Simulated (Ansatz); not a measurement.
# Pressure series in AlCr2C

Take AlCr2C (space group P6_3/mmc, No. 194; a = 2.8118 Å, c = 12.5992 Å; non-magnetic) as the base.

Cell and atoms are relaxed at each pressure.

Calculations: DFT with PBEsol, PAW potentials and a 420 eV plane-wave cutoff in Ansatz (a first-principles code), no spin-orbit coupling.

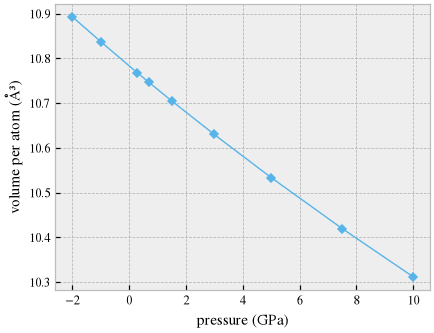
Figure. Volume against pressure

Task: Estimate the zero-pressure bulk modulus from the plot.

Result: About 200 GPa; a third-order Birch–Murnaghan fit to the points gives V₀ = 10.78 Å³/atom, B₀ = 202 GPa and B₀′ = 4.4.

Load acts through the strain it causes; cell and atoms are relaxed under it. No phonon test of stability was made. Competing high-pressure phases were not computed. Seeded moments were not kept for the base. All final runs are without spin polarisation.
